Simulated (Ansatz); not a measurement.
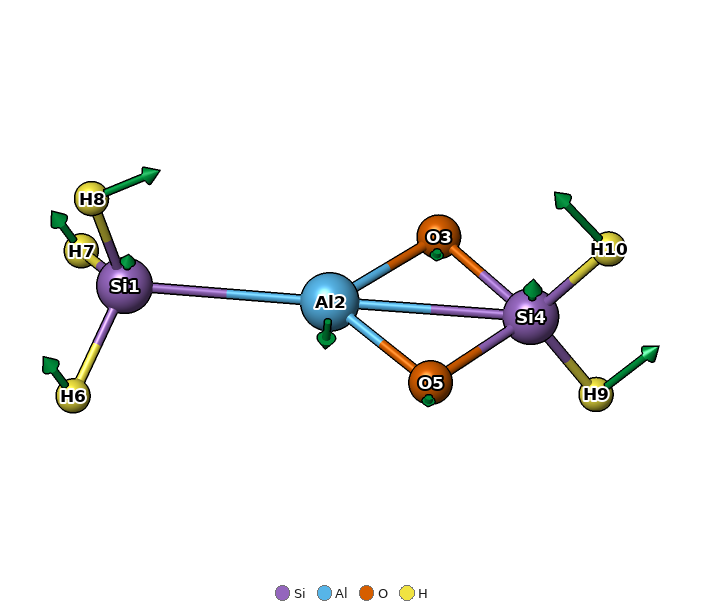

The arrows show one normal mode. Harmonic vibrations computed with RKS PBE0-D4/def2-TZVP (Ansatz 0.2.0) at a stationary point of the same level.

**At what wavenumber does it lie?**

93 cm⁻¹; it is mode 2 of 24 counted from the lowest.
